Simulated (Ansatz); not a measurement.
**Cobalt, A15 under r²SCAN: structure and ground-state energy**

The plan for cobalt in the A15 structure: relax it, then solve it on a dense k-mesh. The start is ferromagnetic. The k-meshes are 6×6×6 for the relaxation; 8×8×8 for the dense run.

Method: DFT r2SCAN, plane waves (500 eV) with PAW, scalar-relativistic; PBE-made PAW files, in Ansatz 0.2.0.

## 1. The system as given

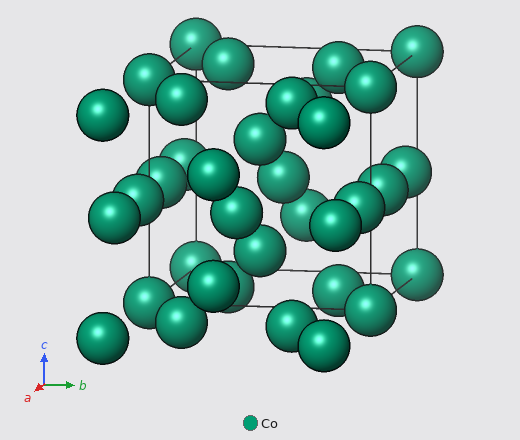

Start, viewed slightly off an axis; cobalt teal. 2×1×1 cells are drawn. Any atoms on the faces are drawn again on the opposite ones.

Structure file:

```cif
data_structure
_symmetry_space_group_name_H-M 'Pm-3n'
_symmetry_Int_Tables_number 223
_cell_length_a 4.4579
_cell_length_b 4.4579
_cell_length_c 4.4579
_cell_angle_alpha 90.000
_cell_angle_beta 90.000
_cell_angle_gamma 90.000
_cell_volume 88.59
loop_
_atom_site_label
_atom_site_type_symbol
_atom_site_symmetry_multiplicity
_atom_site_Wyckoff_symbol
_atom_site_fract_x
_atom_site_fract_y
_atom_site_fract_z
_atom_site_occupancy
Co1 Co 2 a 0.00000 0.00000 0.00000 1
Co2 Co 6 c 0.25000 0.00000 0.50000 1
```

The atoms start with moments of +1.7 ×8 μB.

## 2. Geometry optimisation

File input.yaml:

```yaml
crystal:
  lattice:
    - [4.457857647, 0.0, 0.0]
    - [0.0, 4.457857647, 0.0]
    - [0.0, 0.0, 4.457857647]
  atoms:
    - { symbol: Co, position: [0.0, 0.0, 0.0], spin: 1.7 }
    - { symbol: Co, position: [0.5, 0.5, 0.5], spin: 1.7 }
    - { symbol: Co, position: [0.25, 0.0, 0.5], spin: 1.7 }
    - { symbol: Co, position: [0.75, 0.0, 0.5], spin: 1.7 }
    - { symbol: Co, position: [0.5, 0.25, 0.0], spin: 1.7 }
    - { symbol: Co, position: [0.5, 0.75, 0.0], spin: 1.7 }
    - { symbol: Co, position: [0.0, 0.5, 0.25], spin: 1.7 }
    - { symbol: Co, position: [0.0, 0.5, 0.75], spin: 1.7 }
hamiltonian:
  xc: r2scan
  pseudopotentials:
    kind: paw
    azcp:
      Co: "pseudopotentials/Co.paw.azcp"
basis:
  ecutwfc: 500
  fft_grid_basis: typed
kpoints:
  mp_grid: { grid: [6, 6, 6], shift: [0, 0, 0] }
magnetization:
  spin_polarized: true
scf:
  occupations: { method: fermi_dirac, width: 0.05 }
relax:
  max_steps: 60
  f_tol: 0.01
  cell: {}
```

The log of the run:

```text
Engine: ansatz 0.2.0, x86_64-unknown-linux-gnu
Pseudopotentials: kind: paw
Pseudopotential: Co, paw, valence charge 17, recommended cutoff 500 eV (meta_gga), <dir>
Functional definition: r2SCAN
  parameter k0 = 0.174
  parameter k1 = 0.065
  parameter a1 = 4.9479
  exchange = r2scan_x(k0 = k0, k1 = k1, a1 = a1)
  correlation = r2scan_c
Crystal: 8 atoms, lattice volume = 88.589 Å³
Basis set: ecut = 500 eV, 2301 PW (Γ), exchange–correlation on 144×144×144 points (64 copies of the dense FFT grid, shifted against one another)
Bands: 90, of which v1, the nominal top of the filled ones, is band 68 counted from 1 (67 counted from 0)
Symmetry: 48 space group operations
Space group: Pm-3n (ITA 223), of the structure as read, at distance tolerance 4.5e-5 Å
Magnetic group: BNS 223.104 (UNI 1606), of the structure as read, at distance tolerance 4.5e-5 Å
k-points: 20 of 216
Non-local potential: Co, projectors of the file, l = 0: 3, l = 1: 2, l = 2: 3, l = 3: 1
PAW form: soft (Blöchl's): semilocal exchange-correlation on the pseudo side does not see the compensation charge
PAW frozen core: Co, regenerated for the run's functional (the file was generated under x = pbe(κ = 0.804, μ = 0.2195149727645171), c = pbe(β = 0.06672455060314922))
PAW one-centre angular grid: Co, 590 points (default); XC on 160 Gauss nodes
Initial density: superposition of atomic densities (chi_scale 0.1, normalization cell)
Starting moments: Σ|m| = 13.6 μB on 8 of 8 sites
Initial wavefunctions: pseudopotential atomic-orbital guess
Functional: x = r2scan, c = r2scan; τ floored in thin density (d = 2e-4 eV/Å³)
SCF iter   1: F=—  HF=-41046.306992 eV  |F-HF|=—  |Δ(HF+E_count)|=         —  Δρ=1.23e-1 (↑1.98e-2 ↓1.23e-1)  dr2=6.01e0  dr2_τ=8.03e-2  dr2_m=3.93e0  M=14.832 μB ∫|m|=15.428 μB  β_m=1.00  ethr=3.10e-3  ⟨swp⟩=5.7  Hψ=11691  notcnv=0  defer=21
Mixer restart at iter 1: flushing history
preconditioner: auto → Kerker (q_TF=auto, 2.930 Å⁻¹)  [metal: Δε(μ)=0.011 eV  Ē_g=8.434 eV  σ=0.050 eV  W_gap=0.06  n_scr=32 (ndim 8)  ℏωp=33.5 eV  f_vac=0.000  D(μ)=9.42/eV (n_scr^D=122)]
spin=Collinear: Kerker preconditioning applied to the charge; magnetization (m = ρ↑ − ρ↓) channel mixes plain (no charge-response kernel on spin).
SCF iter   2: F=—  HF=-41045.677579 eV  |F-HF|=—  |Δ(HF+E_count)|=   6.29e-1  Δρ=2.80e-2 (↑1.25e-2 ↓2.80e-2)  dr2=4.43e-1  dr2_τ=5.64e-2  dr2_m=2.35e-1  M=14.902 μB ∫|m|=16.288 μB  β_m=1.00  ethr=3.10e-3  ⟨swp⟩=2.9  Hψ=6122  notcnv=0  defer=328  κ⁻¹=1.0e0(r=1)
SCF iter   3: F=—  HF=-41048.401942 eV  |F-HF|=—  |Δ(HF+E_count)|=    2.72e0  Δρ=1.08e-2 (↑1.08e-2 ↓8.53e-3)  dr2=1.06e-1  dr2_τ=3.26e-3  dr2_m=8.94e-3  M=14.905 μB ∫|m|=16.744 μB  β_m=1.00  ethr=3.26e-4  ⟨swp⟩=2.5  Hψ=5889  notcnv=0  defer=332  κ⁻¹=1.7e-2(r=2)
SCF iter   4: F=—  HF=-41050.184209 eV  |F-HF|=—  |Δ(HF+E_count)|=         —  Δρ=4.80e-2 (↑2.64e-2 ↓4.80e-2)  dr2=4.62e-1  dr2_τ=9.26e-3  dr2_m=1.04e0  M=16.664 μB ∫|m|=18.528 μB  β_m=1.00  ethr=7.76e-5  ⟨swp⟩=2.5  Hψ=6039  notcnv=0  defer=319
Mixer restart at iter 4: flushing history
SCF iter   5: F=—  HF=-41051.755145 eV  |F-HF|=—  |Δ(HF+E_count)|=    1.57e0  Δρ=5.74e-2 (↑1.83e-2 ↓5.74e-2)  dr2=2.47e0  dr2_τ=1.23e-2  dr2_m=4.04e-1  M=15.118 μB ∫|m|=17.418 μB  β_m=1.00  ethr=3.68e-5  ⟨swp⟩=2.8  Hψ=7938  notcnv=0  defer=319
SCF iter   6: F=—  HF=-41051.607289 eV  |F-HF|=—  |Δ(HF+E_count)|=   1.48e-1  Δρ=1.74e-2 (↑1.26e-2 ↓1.74e-2)  dr2=5.15e-1  dr2_τ=2.71e-2  dr2_m=5.57e-3  M=15.001 μB ∫|m|=17.344 μB  β_m=1.00  ethr=3.68e-5  ⟨swp⟩=3.2  Hψ=8575  notcnv=0  defer=328  κ⁻¹=1.0e0(r=1)
SCF iter   7: F=—  HF=-41051.747297 eV  |F-HF|=—  |Δ(HF+E_count)|=   1.40e-1  Δρ=6.14e-3 (↑5.37e-3 ↓6.14e-3)  dr2=1.01e-1  dr2_τ=5.54e-4  dr2_m=2.12e-4  M=14.942 μB ∫|m|=17.285 μB  β_m=1.00  ethr=3.68e-5  ⟨swp⟩=2.9  Hψ=7281  notcnv=0  defer=334  κ⁻¹=5.2e-2(r=2)
SCF iter   8: F=—  HF=-41051.780272 eV  |F-HF|=—  |Δ(HF+E_count)|=   3.30e-2  Δρ=3.43e-3 (↑2.96e-3 ↓3.43e-3)  dr2=2.94e-2  dr2_τ=4.50e-4  dr2_m=1.34e-4  M=14.907 μB ∫|m|=17.224 μB  β_m=1.00  ethr=3.68e-5  ⟨swp⟩=2.2  Hψ=5844  notcnv=0  defer=334  κ⁻¹=2.1e-3(r=3)
SCF iter   9: F=—  HF=-41051.766679 eV  |F-HF|=—  |Δ(HF+E_count)|=   1.36e-2  Δρ=2.45e-3 (↑1.98e-3 ↓2.45e-3)  dr2=4.38e-3  dr2_τ=2.25e-4  dr2_m=8.43e-5  M=14.877 μB ∫|m|=17.141 μB  β_m=1.00  ethr=2.16e-5  ⟨swp⟩=2.0  Hψ=6230  notcnv=0  defer=334  κ⁻¹=3.6e-4(r=4)
SCF iter  10: F=—  HF=-41051.775399 eV  |F-HF|=—  |Δ(HF+E_count)|=   8.72e-3  Δρ=1.59e-3 (↑1.43e-3 ↓1.59e-3)  dr2=3.71e-3  dr2_τ=2.27e-5  dr2_m=1.14e-5  M=14.882 μB ∫|m|=17.140 μB  β_m=1.00  ethr=3.22e-6  ⟨swp⟩=2.0  Hψ=6883  notcnv=0  defer=334  κ⁻¹=1.0e-4(r=5)
SCF iter  11: F=—  HF=-41051.778339 eV  |F-HF|=—  |Δ(HF+E_count)|=   2.94e-3  Δρ=3.10e-4 (↑2.97e-4 ↓3.10e-4)  dr2=1.77e-4  dr2_τ=2.16e-6  dr2_m=1.11e-6  M=14.898 μB ∫|m|=17.179 μB  β_m=1.00  ethr=2.73e-6  ⟨swp⟩=2.0  Hψ=6647  notcnv=0  defer=334  κ⁻¹=1.3e-5(r=6)
SCF iter  12: F=—  HF=-41051.777680 eV  |F-HF|=—  |Δ(HF+E_count)|=   6.58e-4  Δρ=2.83e-4 (↑1.76e-4 ↓2.83e-4)  dr2=9.36e-5  dr2_τ=1.09e-6  dr2_m=4.91e-6  M=14.899 μB ∫|m|=17.185 μB  β_m=1.00  ethr=1.30e-7  ⟨swp⟩=2.0  Hψ=6292  notcnv=0  defer=334  κ⁻¹=4.9e-6(r=7)
SCF iter  13: F=—  HF=-41051.778433 eV  |F-HF|=—  |Δ(HF+E_count)|=   7.53e-4  Δρ=1.55e-4 (↑9.20e-5 ↓1.55e-4)  dr2=2.18e-5  dr2_τ=4.13e-7  dr2_m=1.10e-6  M=14.890 μB ∫|m|=17.170 μB  β_m=1.00  ethr=6.88e-8  ⟨swp⟩=2.0  Hψ=6412  notcnv=0  defer=334  κ⁻¹=6.3e-7(r=8)
SCF iter  14: F=—  HF=-41051.778386 eV  |F-HF|=—  |Δ(HF+E_count)|=   4.69e-5  Δρ=6.19e-5 (↑4.15e-5 ↓6.19e-5)  dr2=2.63e-6  dr2_τ=1.36e-7  dr2_m=4.12e-7  M=14.890 μB ∫|m|=17.168 μB  β_m=1.00  ethr=1.60e-8  ⟨swp⟩=2.0  Hψ=5209  notcnv=0  defer=334  κ⁻¹=1.6e-6(r=8)
SCF iter  15: F=—  HF=-41051.778400 eV  |F-HF|=—  |Δ(HF+E_count)|=   1.38e-5  Δρ=5.14e-5 (↑3.63e-5 ↓5.14e-5)  dr2=1.95e-6  dr2_τ=1.23e-7  dr2_m=1.53e-7  M=14.890 μB ∫|m|=17.168 μB  β_m=1.00  ethr=1.93e-9  ⟨swp⟩=2.0  Hψ=4869  notcnv=0  defer=334  κ⁻¹=7.7e-7(r=8)
SCF iter  16: F=—  HF=-41051.778446 eV  |F-HF|=—  |Δ(HF+E_count)|=   4.60e-5  Δρ=3.83e-5 (↑1.60e-5 ↓3.83e-5)  dr2=1.73e-6  dr2_τ=1.22e-8  dr2_m=1.60e-7  M=14.891 μB ∫|m|=17.171 μB  β_m=1.00  ethr=1.43e-9  ⟨swp⟩=2.0  Hψ=6392  notcnv=0  defer=334  κ⁻¹=2.5e-7(r=8)
SCF iter  17: F=—  HF=-41051.778449 eV  |F-HF|=—  |Δ(HF+E_count)|=   2.96e-6  Δρ=1.74e-5 (↑1.33e-5 ↓1.74e-5)  dr2=5.88e-7  dr2_τ=3.57e-9  dr2_m=2.00e-8  M=14.892 μB ∫|m|=17.171 μB  β_m=1.00  ethr=1.27e-9  ⟨swp⟩=2.0  Hψ=5100  notcnv=0  defer=334  κ⁻¹=3.5e-6(r=8)
SCF iter  18: F=—  HF=-41051.778450 eV  |F-HF|=—  |Δ(HF+E_count)|=   7.36e-7  Δρ=1.64e-5 (↑7.61e-6 ↓1.64e-5)  dr2=2.05e-7  dr2_τ=4.10e-9  dr2_m=2.23e-8  M=14.892 μB ∫|m|=17.171 μB  β_m=1.00  ethr=4.33e-10  ⟨swp⟩=2.0  Hψ=5688  notcnv=0  defer=334  κ⁻¹=1.4e-6(r=8)
SCF iter  19: F=—  HF=-41051.778450 eV  |F-HF|=—  |Δ(HF+E_count)|=   5.11e-8  Δρ=9.31e-6 (↑6.59e-6 ↓9.31e-6)  dr2=7.60e-8  dr2_τ=1.52e-9  dr2_m=5.49e-9  M=14.892 μB ∫|m|=17.171 μB  β_m=1.00  ethr=1.51e-10  ⟨swp⟩=2.0  Hψ=5350  notcnv=0  defer=334  κ⁻¹=6.3e-6(r=8)
SCF iter  20: F=—  HF=-41051.778450 eV  |F-HF|=—  |Δ(HF+E_count)|=   2.64e-8  Δρ=5.33e-6 (↑3.76e-6 ↓5.33e-6)  dr2=1.59e-8  dr2_τ=4.36e-10  dr2_m=1.02e-9  M=14.892 μB ∫|m|=17.171 μB  β_m=1.00  ethr=5.59e-11  ⟨swp⟩=2.0  Hψ=6159  notcnv=0  defer=334  κ⁻¹=6.5e-6(r=8)
SCF iter  21: F=-41051.778450 eV  HF=-41051.778450 eV  |F-HF|=1.57e-8  |Δ(HF+E_count)|=   1.08e-7  Δρ=5.31e-6 (↑2.28e-6 ↓5.31e-6)  dr2=3.36e-8  dr2_τ=2.51e-10  dr2_m=2.61e-9  M=14.892 μB ∫|m|=17.172 μB  ethr=1.17e-11  ⟨swp⟩=2.0  Hψ=11519  notcnv=0
SCF 1 converged in 21 iterations: F = -41051.778450 eV  dr2 = 3.36e-8
relax step   1: F+E_penalty+E_count = -41051.77845000 eV  Δ(F+E_penalty+E_count) = +0.000e0 eV  max|allowed force component| = 3.245e-17 eV/Å  Δτ_max = 0.0000 Å  P = -2.808 GPa  Ω = 88.589 Å³  (21 SCF iters, dr2 threshold 1.00e-7 eV, accepted)
[... 19 lines left out ...]
relax step   2: F+E_penalty+E_count = -41051.78764420 eV  Δ(F+E_penalty+E_count) = -9.194e-3 eV  max|allowed force component| = 3.930e-17 eV/Å  Δτ_max = 0.0000 Å  P = -1.141 GPa  Ω = 87.900 Å³  energy of the carried Pulay correction = +6.831e-4 eV  (11 SCF iters, dr2 threshold 8.00e-7 eV, accepted)
[... 14 lines left out ...]
relax step   3: F+E_penalty+E_count = -41051.78971781 eV  Δ(F+E_penalty+E_count) = -2.074e-3 eV  max|allowed force component| = 2.313e-17 eV/Å  Δτ_max = 0.0000 Å  P = +0.037 GPa  Ω = 87.435 Å³  energy of the carried Pulay correction = +1.148e-3 eV  (10 SCF iters, dr2 threshold 8.00e-7 eV, accepted)
[... 19 lines left out ...]
relax step   4: F+E_penalty+E_count = -41051.78861745 eV  Δ(F+E_penalty+E_count) = +1.100e-3 eV  max|allowed force component| = 3.809e-17 eV/Å  Δτ_max = 0.0000 Å  P = +0.022 GPa  Ω = 87.435 Å³  stress off target by 2.16e-2 GPa  SCF on the basis re-selected at this cell (its energy is not comparable with the rows above)  (15 SCF iters)
basis re-selected at this cell: Δ(F+E_penalty+E_count) = +1.100e-3 eV, ΔP = -0.016 GPa vs the last step (what re-selecting the basis moved, of the pressure what is left beyond the Pulay correction that the steps carried, after the strain that the cell walked since its last selection, with what the two solves' SCF thresholds leave and, on support functions, any second-order correction that the steps lacked; it is no measure of the basis error at this ecutwfc). This SCF's stress stands 2.16e-2 GPa from its target on what of the cell is left free (relax.cell.stress_tol is 5.00e-2 GPa) and its largest allowed force component is 3.81e-17 eV/Å (relax.f_tol is 1.00e-2 eV/Å): within both
SCF converged after 15 iterations
Stability not checked: this state was not tested for a lower state beside it, because the mixer in use, unlike msr1, does not test its closes by its own steps (another_mixer; see scf.mixing.algorithm and scf.lower_state_search)
Magnetization: 14.8645 μB (75.4322 up, 60.5678 down)
Absolute magnetization: 17.1121 μB (∫|ρ↑−ρ↓|, with the PAW one-centre terms)
Spin contamination: 0.4946 ħ² per cell (⟨S²⟩ above its minimum at these occupations)
Per-site moments (μB) at R_I (Å): [(1.9505274964456367, 1.0234760128169902), (1.9505274964456356, 1.0234760128169902), (1.9951011735015087, 0.9154247751996943), (1.9951011735015087, 0.9154247751996943), (1.995101173501509, 0.9154247751996943), (1.9951011735015085, 0.9154247751996943), (1.9951011735015076, 0.9154247751996943), (1.9951011735015085, 0.9154247751996943)]
Free energy (F): -41051.788617 eV
Harris-Foulkes:  -41051.788617 eV  (|F-HF|=5.09e-11)
Internal energy: -41051.722054 eV  (E = F + TS)
E sigma→0 (E₀):  -41051.755336 eV
Entropy (-TS):   -0.066563 eV (-8.320 meV/atom)
Fermi energy:    18.984702 eV
--- Per-component energies (eV) ---
  E_band       = -2178.096112
  E_kinetic    = 3630.368015
  E_local      = -22849.204758  (includes V_loc(G=0)·N_el)
  E_nonlocal   = 3652.561275
  E_hartree    = 9585.034388
  E_xc         = -1260.705823
  E_vxc        = -1838.726593  (∫ρ·V_xc dr)
  E_paw        = -12191.996497  (= ΣΔE_a)
  E_vpaw       = -4060.751671  (= ΣTr[D̂ρ^β])
  E_aug_tail   = 0.000294  (compensation charges beyond the density's cutoff)
  E_vtau       = 117.588524  (kinetic-family band-sum trace: ∫τ·v_τ [+ j·A + Jᵃ·Aᵃ] dr)
  E_ewald      = -21615.417300
  E_core_change = -2.361650  (= ΣΔE_core)
  E_smearing   = -0.066563  (= −TS)
  E_closure    = 0.000000  (closes the sum)
  Σ components = -41051.788617   (vs F -41051.788617, Δ=0.00e0)
--- Forces (eV/Å), atoms counted from 1 ---
  atom   1  Co     0.00000000     0.00000000     0.00000000
  atom   2  Co     0.00000000     0.00000000     0.00000000
  atom   3  Co    -0.00000000     0.00000000     0.00000000
  atom   4  Co    -0.00000000    -0.00000000    -0.00000000
  atom   5  Co    -0.00000000    -0.00000000    -0.00000000
  atom   6  Co     0.00000000     0.00000000     0.00000000
  atom   7  Co     0.00000000     0.00000000     0.00000000
  atom   8  Co    -0.00000000    -0.00000000    -0.00000000
  max |Σ_I F_I| component: 2.83e-17 eV/Å
--- Stress (GPa, compression-positive) ---
        0.021591      -0.000000      -0.000000
       -0.000000       0.021591       0.000000
       -0.000000       0.000000       0.021591
  P = ⅓ Tr σ = 0.0216 GPa (0.216 kbar)
--- Relaxed structure (3 steps of the walk, 3 accepted, 1 SCFs on fresh bases) ---
  F+E_penalty+E_count = -41051.78861745 eV   max|allowed force component| = 3.809e-17 eV/Å   (the final SCF, on the basis selected at the relaxed cell)
  cell:  # Å, volume = 87.4352 Å³
    - [4.438423152483367, 1.1234591342258874e-34, 4.81482486096809e-35]
    - [1.1234591342258874e-34, 4.438423152483367, 1.6049416203226965e-35]
    - [4.81482486096809e-35, 1.6049416203226965e-35, 4.438423152483367]
  atoms:
    - { symbol: Co, position: [7.695541188374255e-35, 1.8788821322492698e-35, 6.18793516609041e-36] }
    - { symbol: Co, position: [0.5, 0.5, 0.5] }
    - { symbol: Co, position: [0.25, -3.3414849896888213e-35, 0.5] }
    - { symbol: Co, position: [0.75, 2.4189201103807967e-35, 0.5] }
    - { symbol: Co, position: [0.5, 0.25, 2.2389074510036213e-35] }
    - { symbol: Co, position: [0.5, 0.75, -3.8815229678203477e-35] }
    - { symbol: Co, position: [-4.1852943305193317e-35, 0.5, 0.25] }
    - { symbol: Co, position: [-5.085357627405208e-35, 0.5, 0.75] }
```

Run time: 5.1 min. Hardware: 2 threads of an x86-64 CPU, shared host; peak memory 0.93 GiB.

The steps of the relaxation:

| step | energy change (meV/atom) | largest force (eV/Å) | pressure (GPa) | volume (Å³/atom) |
| --- | --- | --- | --- | --- |
| 1 | 0.00 | 0.0000 | -2.81 | 11.074 |
| 2 | -1.15 | 0.0000 | -1.14 | 10.988 |
| 3 | -1.41 | 0.0000 | 0.04 | 10.929 |
| 4 | -1.27 | 0.0000 | 0.02 | 10.929 |

Steps that repeat a cell are solved on a basis chosen anew, so their changes of energy are no gain of the relaxation.

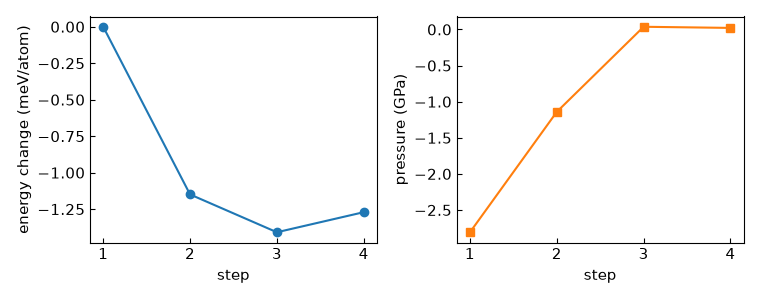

Energy and pressure over the accepted steps.

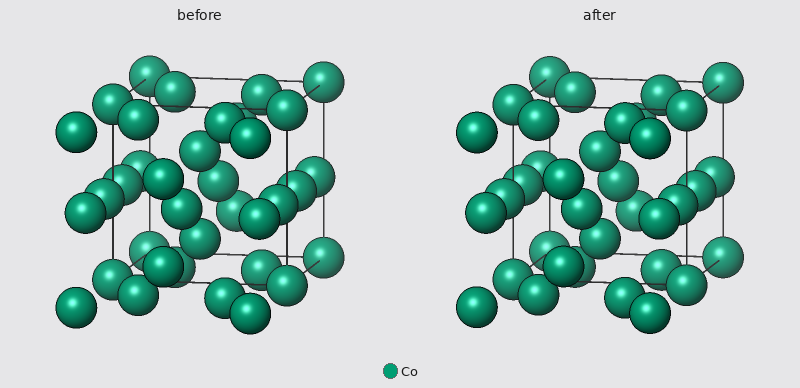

The structure before (left) and after (right), drawn at the same scale. The cells drawn are those of the first picture.

Changes in the cell that was computed:

|  | before | after | change |
| --- | --- | --- | --- |
| a (Å) | 4.458 | 4.438 | -0.4 % |
| b (Å) | 4.458 | 4.438 | -0.4 % |
| c (Å) | 4.458 | 4.438 | -0.4 % |
| volume (Å³/atom) | 11.074 | 10.929 | -1.3 % |
| shortest distance (Å) | 2.229 | 2.219 | -0.4 % |
| space group (spins left aside) | Pm-3n | Pm-3n | same |

## 3. The energy on a finer k-mesh

File input.yaml:

```yaml
crystal:
  lattice:
    - [4.4384231525, 0.0, 0.0]
    - [0.0, 4.4384231525, 0.0]
    - [0.0, 0.0, 4.4384231525]
  atoms:
    - { symbol: Co, position: [0.0, 0.0, 0.0], spin: 1.951 }
    - { symbol: Co, position: [0.5, 0.5, 0.5], spin: 1.951 }
    - { symbol: Co, position: [0.25, 1.0, 0.5], spin: 1.995 }
    - { symbol: Co, position: [0.75, 0.0, 0.5], spin: 1.995 }
    - { symbol: Co, position: [0.5, 0.25, 0.0], spin: 1.995 }
    - { symbol: Co, position: [0.5, 0.75, 1.0], spin: 1.995 }
    - { symbol: Co, position: [1.0, 0.5, 0.25], spin: 1.995 }
    - { symbol: Co, position: [1.0, 0.5, 0.75], spin: 1.995 }
hamiltonian:
  xc: r2scan
  pseudopotentials:
    kind: paw
    azcp:
      Co: "pseudopotentials/Co.paw.azcp"
basis:
  ecutwfc: 500
  fft_grid_basis: typed
kpoints:
  mp_grid: { grid: [8, 8, 8], shift: [0, 0, 0] }
magnetization:
  spin_polarized: true
scf:
  occupations: { method: fermi_dirac, width: 0.05 }
```

The log of the run, shortened:

```text
[...]
[... 3 set-up lines as earlier in the session ...]
[...]
Crystal: 8 atoms, lattice volume = 87.435 Å³
Basis set: ecut = 500 eV, 2205 PW (Γ), exchange–correlation on 144×144×144 points (64 copies of the dense FFT grid, shifted against one another)
Bands: 92, of which v1, the nominal top of the filled ones, is band 68 counted from 1 (67 counted from 0)
[... 1 set-up line as earlier in the session ...]
Space group: Pm-3n (ITA 223), of the structure as read, at distance tolerance 4.4e-5 Å
Magnetic group: BNS 223.104 (UNI 1606), of the structure as read, at distance tolerance 4.4e-5 Å
k-points: 35 of 512
[...]
Starting moments: Σ|m| = 15.872 μB on 8 of 8 sites
[...]
spin=Collinear: Kerker preconditioning applied to the charge; magnetization (m = ρ↑ − ρ↓) channel mixes plain (no charge-response kernel on spin).
[...]
SCF iter  21: F=-41051.780211 eV  HF=-41051.780211 eV  |F-HF|=8.83e-9  |Δ(HF+E_count)|=   1.18e-7  Δρ=4.38e-6 (↑1.38e-6 ↓4.38e-6)  dr2=1.91e-8  dr2_τ=1.80e-10  dr2_m=2.63e-9  M=14.935 μB ∫|m|=17.139 μB  ethr=1.32e-11  ⟨swp⟩=1.0  Hψ=17681  notcnv=0
[...]
this state was not tested for a lower state beside it, because the mixer in use, unlike msr1, does not test its closes by its own steps (another_mixer; see scf.mixing.algorithm and scf.lower_state_search)
SCF converged after 21 iterations
Magnetization: 14.9351 μB (75.4676 up, 60.5324 down)
Absolute magnetization: 17.1498 μB (∫|ρ↑−ρ↓|, with the PAW one-centre terms)
Spin contamination: 0.4906 ħ² per cell (⟨S²⟩ above its minimum at these occupations)
[...]
Free energy (F): -41051.780211 eV
[...]
E sigma→0 (E₀):  -41051.745127 eV
Entropy (-TS):   -0.070169 eV (-8.771 meV/atom)
Fermi energy:    18.982814 eV
[...]
```

Run time: 2.6 min. Hardware: 2 threads of an x86-64 CPU, shared host; peak memory 1.1 GiB.

## 4. What came out

| quantity | value |
| --- | --- |
| space group (spins left aside) | Pm-3n (No. 223) |
| conventional cell | a = 4.438 Å |
| volume | 10.929 Å³/atom |
| shortest distance | 2.219 Å |
| gap on the mesh | none (levels filled in part) |
| magnetic state | ferromagnetic, up to 2.00 μB per atom |
| relative to hcp, ferromagnetic | +58 meV/atom |

From the guessed start the volume shrank by 1.3 % in 4 steps. It lies 58 meV/atom above the element's reference form at the same level (hcp, ferromagnetic, from a run of its own). It ends ferromagnetic, with up to 2.00 μB per atom. No gap shows: it is a metal or semimetal at this level. The symmetry was held, so the structure may be unstable against distortions that break it.
